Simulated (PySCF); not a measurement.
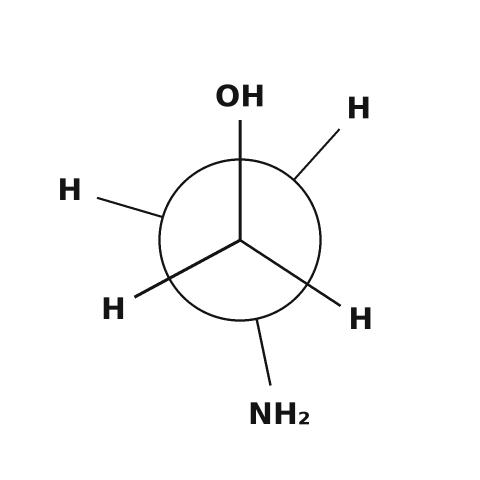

A Newman projection along the Si–Si bond, silicon in front; angles are drawn as computed, but eclipsed bonds slightly apart. The geometry was computed by an optimisation with PBE0-D3(BJ)/def2-SVP. No frequency run is at hand to confirm it as a minimum.

Which molecule is it?

H7NOSi2, N[SiH2][SiH2]O

What is the torsion angle from the front OH to the back NH2? The sign is positive where the front bond must turn clockwise to cover the back bond.

168°, antiperiplanar (anti). The conformation about this bond is staggered.
